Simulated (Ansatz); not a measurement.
F4Zr···H2O

Input file:

```
crystal:
  periodic: [false, false, false]
  atoms:
    - { symbol: Zr, position_ang: [0.0, 0.0, 0.0] }
    - { symbol: F, position_ang: [0.0, 0.0, 2.33] }
    - { symbol: F, position_ang: [1.8671, 0.0, -0.6593] }
    - { symbol: F, position_ang: [-0.9326, 1.6157, -0.6593] }
    - { symbol: F, position_ang: [-0.9326, -1.6157, -0.6593] }
    - { symbol: O, position_ang: [-2.2491, 0.0, 0.7473] }
    - { symbol: H, position_ang: [-2.7942, -0.6297, 0.1759] }
    - { symbol: H, position_ang: [-1.3253, 0.0, 1.9476] }
basis:
  gaussian: { orbitals: def2-SVP }
hamiltonian:
  xc: b3lyp
  dispersion: d4
relax:
  f_tol: 0.15
  max_steps: 25
  restrain:
    - { distance: [0, 5], at: 3.27, k: 30.0 }
    - { distance: [7, 1], at: 2.12, k: 30.0 }
    - { distance: [0, 1], at: 1.98, k: 30.0 }
    - { distance: [7, 5], at: 1.01, k: 30.0 }
output:
  orbitals: {}
```

Launched as:

```sh
ansatz run input.yaml --threads 2 --pin off --max-ram 3072MiB --backend cpu --events-out ev --progress --plain --runs-dir out
```

The fields are those of the run's last geometry, not of the input's.

Core potentials replace the inner electrons of Zr; not at a stationary point (largest force 1.1 eV/Å).

These are results of RKS B3LYP-D4/def2-SVP in Ansatz 0.2.0, not measurements.

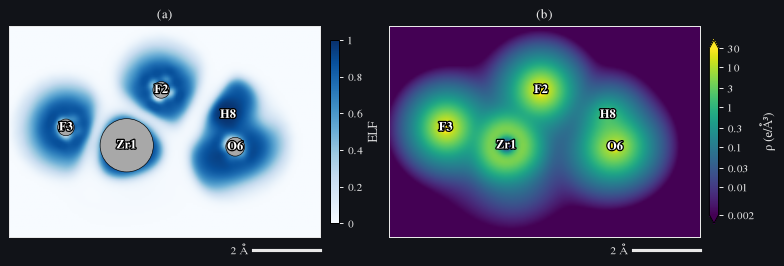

Figure 1. (a) ELF; (b) electron density on the plane of atoms F2, Zr1 and F3. Grey discs cover the atomic cores in the ELF map.

**What do the fields say about this system?**

The section cuts through Zr, F, O and H sites. F2···H8 (2.12 Å): the density falls to about 0.12 e/Å³ on the way; the ELF dips to about 0.05 between them (by its geometry a hydrogen bond between the two molecules, with no shared pair). Zr–F (1.90 Å): ρ at the midpoint is about 0.95 e/Å³; the ELF peaks at about 0.80 in the valence shell of F, 0.5 Å from its nucleus, and drops to about 0.20 between the two atoms. O–H (0.99 Å): ρ at the midpoint is about 3.5 e/Å³; the ELF climbs to about 1 towards the hydrogen, as it does in any bond to H; a covalent bond by its length. Zr–F (1.96 Å): the density is about 0.81 e/Å³ at the midpoint; the ELF peaks at about 0.85 in the valence shell of F, 0.6 Å from its nucleus, and drops to about 0.20 between the two atoms. The ELF also peaks beside O6, away from the bonds: lone-pair regions.

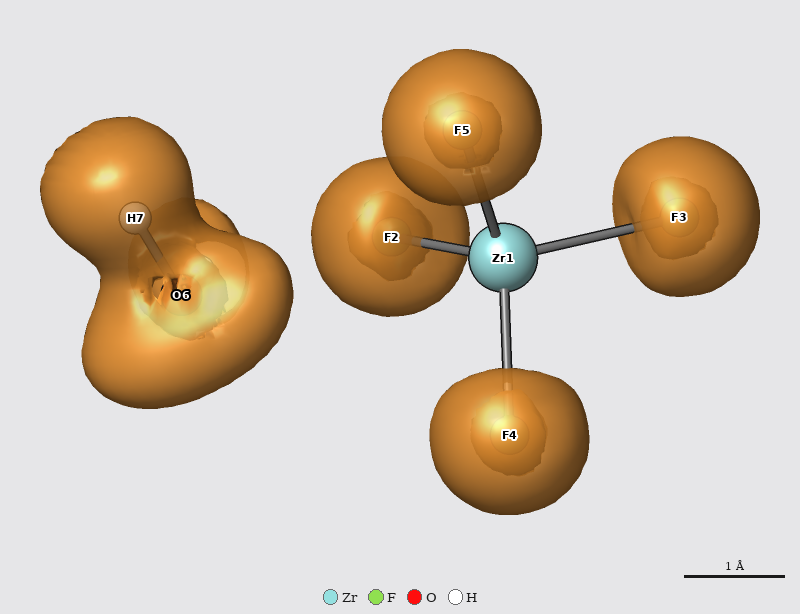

Figure 2. Isosurface of the ELF at 0.75 (orange), seen from one side. Core shells and regions of very low density are left out.

**Describe the localisation domains.**

At this value the surface marks out four regions wrapped around F (the valence shell of each) and one joined region spread over several atoms (H, O), in which their bonds and any lone pairs are merged.

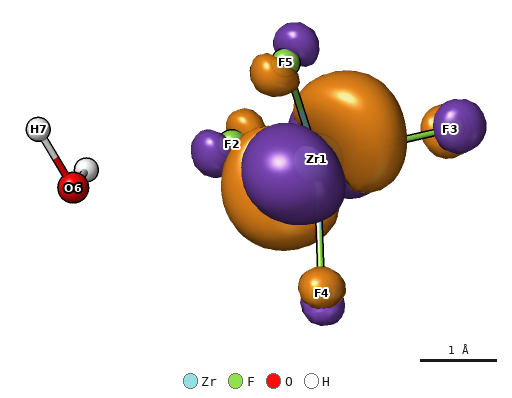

Figure 3. One frontier orbital at ±0.2 Å⁻³ᐟ² (orange and purple are the two phases), seen from one side.

**Which orbital is it: HOMO or LUMO?**

The LUMO, at −1.52 eV. It lies mainly on Zr1 (about 75 %) and F3 (about 5 %).

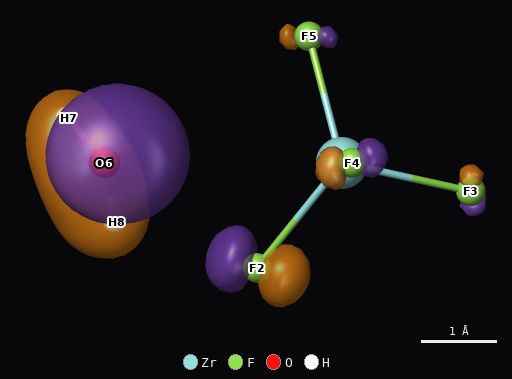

Figure 4. The HOMO−1 at ±0.15 Å⁻³ᐟ² (orange and purple are the two phases), seen across its widest extent.

**Describe this orbital and give its energy.**

It lies mainly on O6 (about 75 %), H8 (about 5 %) and H7 (about 5 %); largely a lone pair of O6. Its energy is −10.96 eV.
